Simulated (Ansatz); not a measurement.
**What a change does: single-point calculation on AlNH₂BrCl**

System: AlNH₂BrCl, SMILES [NH2][Al]([Cl])[Br].
Method of run 1: RHF/def2-TZVP (Ansatz 0.2.0).

Text and figures count atoms from 1; the logs count them from 0 in places.

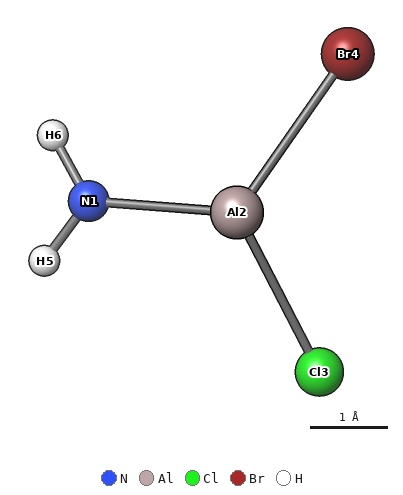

**Figure 1.** The input geometry (ball-and-stick view, seen on its broad side; atoms are numbered from 1 in the order of the input). Sticks mark near contacts.

Input file, run 1:
```yaml
crystal:
  periodic: [false, false, false]
  atoms:
    - { symbol: "N", position_ang: [-0.521554, 1.269981, 0.358142] }
    - { symbol: Al, position_ang: [0.07818, -0.702296, 0.049478] }
    - { symbol: Cl, position_ang: [1.041591, -1.671846, 2.058524] }
    - { symbol: Br, position_ang: [-1.850195, -2.158832, -0.890874] }
    - { symbol: H, position_ang: [-0.119657, 1.883369, 1.030242] }
    - { symbol: H, position_ang: [-1.247757, 1.725214, -0.14643] }
basis:
  gaussian: { orbitals: def2-TZVP }
hamiltonian:
  xc: hf
output:
  forces: true
```

Command:
```bash
ansatz run input.yaml --threads 1 --pin off --max-ram 2560MiB --backend cpu --events-out ev --progress --plain --runs-dir out
```

Hardware: 1 thread of Arm Neoverse N1, 98 GiB of memory available, shared host.

Output (run 1):
```
Engine: ansatz 0.2.0, aarch64-unknown-linux-gnu
Functional definition: HF
  exchange = exact_x
  correlation = 0
1364 factors; their error is unknown
mean field evaluation 1: about -90596.7300 eV, gradient 3.9e1 eV
mean field evaluation 2: about -90598.9198 eV, gradient 2.6e1 eV
mean field evaluation 4: about -90600.4007 eV, gradient 1.1e0 eV
mean field evaluation 8: about -90600.4060 eV, gradient 5.5e-2 eV
mean field evaluation 16: about -90602.4459 eV, gradient 1.7e-5 eV
mean field -90602.44593207 eV, -3329.5784754601 hartree, gradient 1.7e-5 eV, S^2 0.000000; 0 other end points of the search recorded, 0 dependent functions left out
the calculation of the forces begins
reference -90602.44593207 eV, -3329.5784754601 hartree; 37, 37 occupied and 128, 128 virtual orbitals, 1364 factors
Total energy: -90602.44593207 eV, -3329.5784754601 hartree
Atom 0 at    -0.521554     1.269981     0.358142 Å, force     1.374115    -4.067146    -0.742036 eV/Å
Atom 1 at     0.078180    -0.702296     0.049478 Å, force    -3.327640     1.809956     3.406657 eV/Å
Atom 2 at     1.041591    -1.671846     2.058524 Å, force    -0.854454     1.254439    -2.964178 eV/Å
Atom 3 at    -1.850195    -2.158832    -0.890874 Å, force     2.389627     1.523136     0.639574 eV/Å
Atom 4 at    -0.119657     1.883369     1.030242 Å, force     0.355297    -0.240074    -0.009117 eV/Å
Atom 5 at    -1.247757     1.725214    -0.146430 Å, force     0.063055    -0.280311    -0.330900 eV/Å
Dipole moment:     0.384064     0.520845    -0.499634 e Å
```

The input of run 2 differs as follows (lines with − go, lines with + come):
```diff
-    - { symbol: "N", position_ang: [-0.521554, 1.269981, 0.358142] }
+    - { symbol: "N", position_ang: [-0.061468, 1.04958, -0.05314] }
-    - { symbol: Cl, position_ang: [1.041591, -1.671846, 2.058524] }
-    - { symbol: Br, position_ang: [-1.850195, -2.158832, -0.890874] }
-    - { symbol: H, position_ang: [-0.119657, 1.883369, 1.030242] }
-    - { symbol: H, position_ang: [-1.247757, 1.725214, -0.14643] }
+    - { symbol: Cl, position_ang: [1.418635, -1.570516, 1.422147] }
+    - { symbol: Br, position_ang: [-1.184225, -2.024035, -1.295271] }
+    - { symbol: H, position_ang: [0.458025, 1.690568, 0.502508] }
+    - { symbol: H, position_ang: [-0.669925, 1.532416, -0.674307] }
```

Predict how the results change.

On the same kind of shared host run 2 took about 130 times as long.

Output (run 2):
```
Engine: ansatz 0.2.0, aarch64-unknown-linux-gnu
Functional definition: HF
  exchange = exact_x
  correlation = 0
1364 factors; their error is unknown
mean field evaluation 1: about -90600.6032 eV, gradient 3.7e1 eV
mean field evaluation 2: about -90602.6203 eV, gradient 2.1e1 eV
mean field evaluation 4: about -90603.4878 eV, gradient 6.8e-1 eV
mean field evaluation 8: about -90605.5153 eV, gradient 1.5e0 eV
mean field evaluation 16: about -90605.5169 eV, gradient 1.9e-4 eV
mean field -90605.51690468 eV, -3329.6913316218 hartree, gradient 6.0e-6 eV, S^2 0.000000; 0 other end points of the search recorded, 0 dependent functions left out
the calculation of the forces begins
reference -90605.51690468 eV, -3329.6913316218 hartree; 37, 37 occupied and 128, 128 virtual orbitals, 1364 factors
Total energy: -90605.51690468 eV, -3329.6913316218 hartree
Atom 0 at    -0.061468     1.049580    -0.053140 Å, force     0.044582    -0.548570     0.032754 eV/Å
Atom 1 at     0.078180    -0.702296     0.049478 Å, force     0.014930     0.259037     0.021828 eV/Å
Atom 2 at     1.418635    -1.570516     1.422147 Å, force    -0.239447     0.153325    -0.245206 eV/Å
Atom 3 at    -1.184225    -2.024035    -1.295271 Å, force     0.176360     0.181569     0.187788 eV/Å
Atom 4 at     0.458025     1.690568     0.502508 Å, force     0.009981    -0.021626     0.009922 eV/Å
Atom 5 at    -0.669925     1.532416    -0.674307 Å, force    -0.006407    -0.023734    -0.007086 eV/Å
Dipole moment:    -0.039121     0.495595    -0.028722 e Å
```

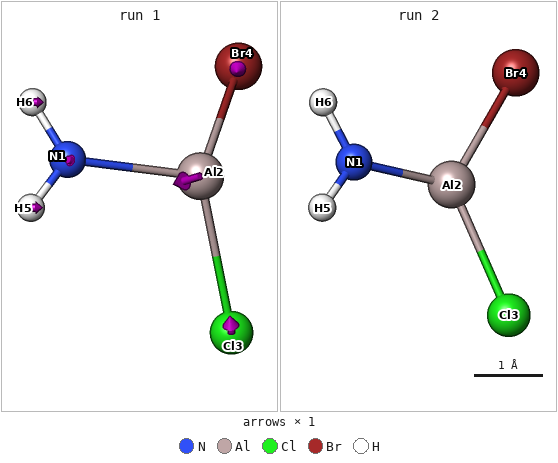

**Figure 2.** The two input geometries at one scale (ball-and-stick view, seen at a tilt). The pink arrows on the first give the shifts of the atoms after the best rigid fit, at true length. The atom that moves furthest after the best rigid fit is Al2 (0.59 Å). Largest moves by element: Al 0.59 Å, Cl 0.33 Å, Br 0.32 Å, H 0.18 Å, N 0.16 Å. Among the contacts that change: Al2–Cl3 2.430 → 2.106 Å, Al2–Br4 2.593 → 2.269 Å, N1–Al2 2.084 → 1.760 Å.

The two runs side by side:

| quantity | run 1 | run 2 |
| --- | --- | --- |
| outcome | converged | converged |
| total energy (hartree) | −3329.578475 | – |
| largest force (eV/Å) | 5.095 | – |
| basis functions | 165 | – |
| wall time (shared host) | 11 s | 24 min |
